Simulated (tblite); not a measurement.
Saddle-point search of C₃H₉NSi

C₃H₉NSi, SMILES C1C[SiH2]CN1, computed with GFN2-xTB saddle search (eigenvector following) and harmonic vibrations, gas phase (tblite 0.8.0).

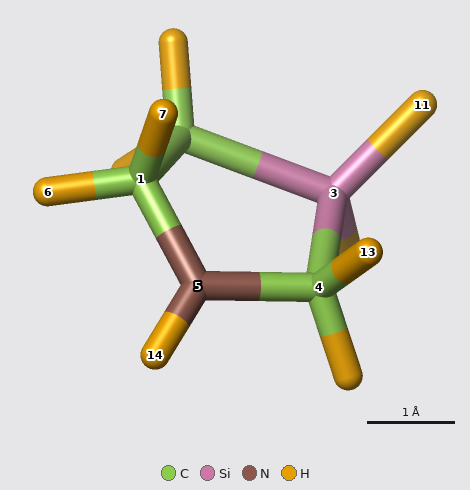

**Figure 1.** The structure as given in the input (stick view, seen at a tilt; atoms are numbered from 1 in the order of the input). Bond lengths as drawn: C–C 1.54 Å, C–H 1.09 to 1.11 Å, C–N 1.43 to 1.44 Å, C–Si 1.91 to 1.92 Å, H–N 1.00 Å and H–Si 1.46 to 1.47 Å.

## Summary

```json
{"quantity": "outcome", "value": "converged"}
{"quantity": "total energy", "value": "−425.3585 eV"}
{"quantity": "point group", "value": "C1"}
{"quantity": "hardware", "value": "1 CPU thread, shared host"}
{"quantity": "wall time", "value": "1.4 s"}
{"quantity": "peak memory", "value": "0.19 GiB"}
```

## Input
```
{"job": {"xc": "GFN2-xTB", "basis": "xTB", "kind": "saddle"}, "charge": 0, "multiplicity": 1}
C     -0.947782    -0.799766     0.456054
C     -1.205875     0.580872    -0.181429
Si     0.537269     1.327477    -0.375753
C      1.400278    -0.322454     0.087040
N      0.328463    -1.275421     0.024893
H     -1.721705    -1.521435     0.185924
H     -0.966774    -0.681498     1.554665
H     -1.684367     0.455644    -1.151935
H     -1.881717     1.167995     0.435419
H      0.814620     1.740201    -1.753928
H      0.826121     2.414931     0.562280
H      2.195768    -0.606807    -0.601587
H      1.846688    -0.283162     1.095205
H      0.459014    -2.196576    -0.336847
```

The first line tells a small driver script what to run in tblite; the rest is the geometry in Å.

Command:
```bash
OMP_NUM_THREADS=1 python <driver script> task.json out
```

## What the program printed
```
step      E/eV     max force
  0    -425.35449   0.0371
  1    -425.35755   0.0628
  2    -425.35828   0.0307
  3    -425.35847   0.0136
  4    -425.35849   0.0042
lowest wavenumbers (cm-1): -656.7 90.8 208.3 407.8 455.6 517.6
```

## Trajectory as extended XYZ (Å, eV, eV/Å), 5 frames, from step=0 to step=4
```
14
Properties=species:S:1:pos:R:3:forces:R:3 step=0 energy=-425.35449
C    -0.9478   -0.7998    0.4561   -0.0130   0.0140  -0.0120
C    -1.2059    0.5809   -0.1814    0.0270  -0.0010   0.0150
Si    0.5373    1.3275   -0.3758   -0.0110   0.0040   0.0020
C     1.4003   -0.3225    0.0870    0.0140   0.0070  -0.0100
N     0.3285   -1.2754    0.0249   -0.0030  -0.0130  -0.0210
H    -1.7217   -1.5214    0.1859    0.0020  -0.0040  -0.0040
H    -0.9668   -0.6815    1.5547   -0.0010  -0.0050   0.0060
H    -1.6844    0.4556   -1.1519   -0.0040  -0.0120  -0.0150
H    -1.8817    1.1680    0.4354   -0.0170   0.0150   0.0030
H     0.8146    1.7402   -1.7539    0.0010   0.0040   0.0030
H     0.8261    2.4149    0.5623    0.0000  -0.0020   0.0070
H     2.1958   -0.6068   -0.6016   -0.0030   0.0000  -0.0080
H     1.8467   -0.2832    1.0952    0.0060  -0.0110  -0.0030
H     0.4590   -2.1966   -0.3368    0.0010   0.0030   0.0370
14
Properties=species:S:1:pos:R:3:forces:R:3 step=1 energy=-425.35755
C    -0.9530   -0.7899    0.4692   -0.0020   0.0060  -0.0050
C    -1.2050    0.5739   -0.2038   -0.0170   0.0020  -0.0070
Si    0.5358    1.3327   -0.3579    0.0060   0.0070  -0.0010
C     1.4032   -0.3276    0.0612    0.0190  -0.0250   0.0050
N     0.3269   -1.2802    0.0619    0.0350   0.0260   0.0060
H    -1.7242   -1.5183    0.2080    0.0000   0.0030   0.0030
H    -0.9841   -0.6470    1.5652    0.0020   0.0000  -0.0110
H    -1.6477    0.4202   -1.1891    0.0130   0.0020   0.0300
H    -1.9104    1.1664    0.3763    0.0200  -0.0190  -0.0200
H     0.8245    1.8038   -1.7162   -0.0030  -0.0060   0.0250
H     0.8125    2.3834    0.6271   -0.0060  -0.0170  -0.0130
H     2.1593   -0.6145   -0.6735   -0.0390   0.0100   0.0340
H     1.9102   -0.2898    1.0427   -0.0270  -0.0090  -0.0560
H     0.4521   -2.2132   -0.2712    0.0000   0.0200   0.0100
14
Properties=species:S:1:pos:R:3:forces:R:3 step=2 energy=-425.35828
C    -0.9536   -0.7840    0.4761   -0.0050   0.0060  -0.0020
C    -1.2044    0.5695   -0.2163   -0.0140   0.0020  -0.0040
Si    0.5350    1.3346   -0.3491    0.0040   0.0080  -0.0030
C     1.4030   -0.3306    0.0484    0.0090  -0.0100   0.0030
N     0.3254   -1.2805    0.0737    0.0190   0.0030   0.0020
H    -1.7259   -1.5158    0.2270    0.0030   0.0050   0.0000
H    -0.9830   -0.6248    1.5699    0.0000  -0.0010  -0.0100
H    -1.6286    0.4008   -1.2072    0.0110   0.0030   0.0260
H    -1.9234    1.1635    0.3447    0.0160  -0.0150  -0.0140
H     0.8314    1.8346   -1.6948   -0.0030  -0.0070   0.0190
H     0.8020    2.3654    0.6595   -0.0040  -0.0140  -0.0140
H     2.1409   -0.6182   -0.7040   -0.0220   0.0060   0.0190
H     1.9330   -0.2954    1.0165   -0.0120  -0.0040  -0.0280
H     0.4483   -2.2191   -0.2443    0.0000   0.0180   0.0060
14
Properties=species:S:1:pos:R:3:forces:R:3 step=3 energy=-425.35847
C    -0.9546   -0.7822    0.4775    0.0020   0.0000  -0.0010
C    -1.2038    0.5683   -0.2198    0.0000   0.0010   0.0010
Si    0.5347    1.3351   -0.3459    0.0010  -0.0010   0.0000
C     1.4031   -0.3311    0.0439    0.0060  -0.0060   0.0010
N     0.3255   -1.2800    0.0798    0.0070  -0.0010   0.0000
H    -1.7262   -1.5145    0.2287   -0.0010  -0.0010  -0.0010
H    -0.9873   -0.6196    1.5705    0.0000   0.0000  -0.0010
H    -1.6223    0.3960   -1.2115    0.0010  -0.0010   0.0000
H    -1.9260    1.1623    0.3355    0.0000   0.0000  -0.0010
H     0.8337    1.8433   -1.6868    0.0000   0.0000   0.0010
H     0.7982    2.3593    0.6689    0.0000  -0.0010  -0.0010
H     2.1324   -0.6188   -0.7164   -0.0090   0.0030   0.0080
H     1.9438   -0.2969    1.0055   -0.0060  -0.0020  -0.0120
H     0.4489   -2.2213   -0.2299   -0.0010   0.0100   0.0030
14
Properties=species:S:1:pos:R:3:forces:R:3 step=4 energy=-425.35849
C    -0.9549   -0.7810    0.4789   -0.0010   0.0010   0.0000
C    -1.2036    0.5676   -0.2221   -0.0030   0.0000  -0.0020
Si    0.5346    1.3356   -0.3439    0.0000   0.0010   0.0000
C     1.4030   -0.3317    0.0410   -0.0010   0.0010   0.0000
N     0.3252   -1.2798    0.0826    0.0000  -0.0010  -0.0010
H    -1.7265   -1.5141    0.2316    0.0010   0.0010   0.0000
H    -0.9881   -0.6157    1.5715    0.0000   0.0000   0.0000
H    -1.6176    0.3920   -1.2152    0.0010   0.0010   0.0040
H    -1.9290    1.1619    0.3288    0.0030  -0.0020  -0.0020
H     0.8351    1.8498   -1.6822    0.0000  -0.0010   0.0010
H     0.7965    2.3555    0.6757    0.0000  -0.0010  -0.0010
H     2.1275   -0.6194   -0.7233    0.0000   0.0000  -0.0010
H     1.9491   -0.2982    0.9990    0.0010   0.0000   0.0010
H     0.4487   -2.2223   -0.2224    0.0000   0.0000   0.0010
```

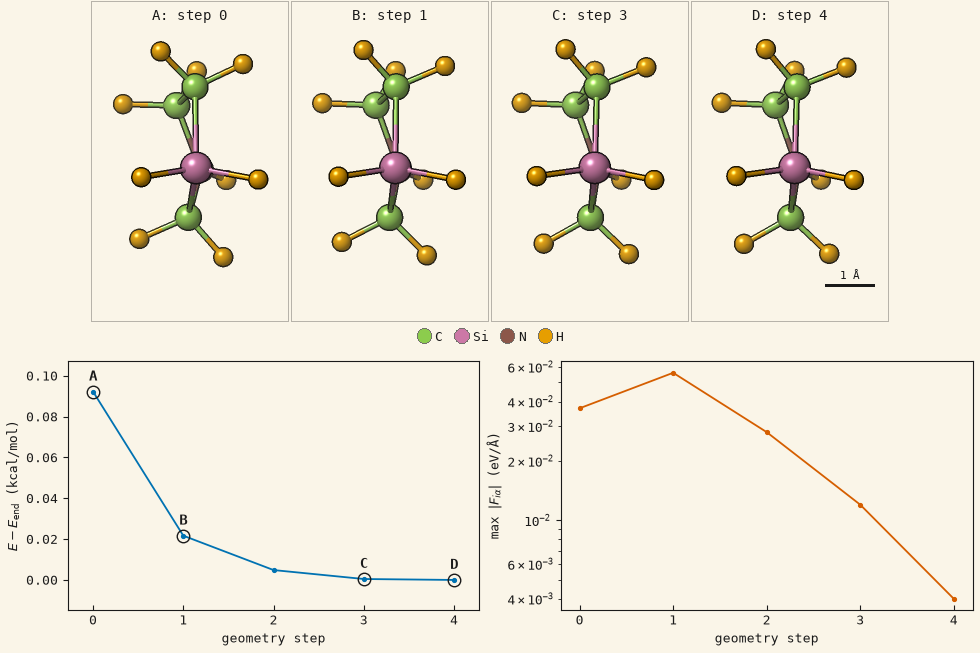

**Figure 2.** Frames of the saddle-point search (ball-and-stick view, seen at an oblique angle) above the curves, on which the letters mark them (steps are counted from 0).

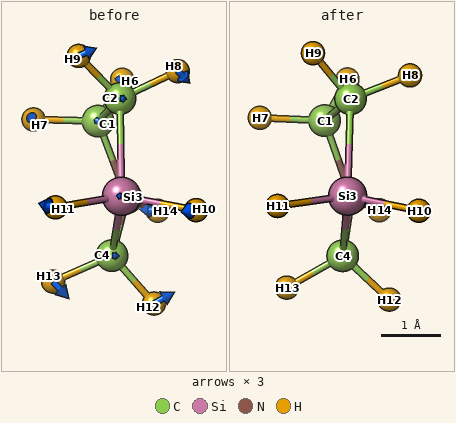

**Figure 3.** Before (left) and after (right) the saddle-point search, at one scale (ball-and-stick view, seen at an oblique angle). The blue arrows give the displacements, magnified 3 times. Over 4 geometry steps the energy falls by 0.09 kcal/mol. The largest force component goes from 0.037 to 0.004 eV/Å. The largest moves after the best rigid fit, 0.14 Å, are those of H12 and H13. By element the largest moves are H 0.14 Å, N 0.06 Å, C 0.05 Å, Si 0.03 Å. (Atoms are counted from 1 in the order of the input.)
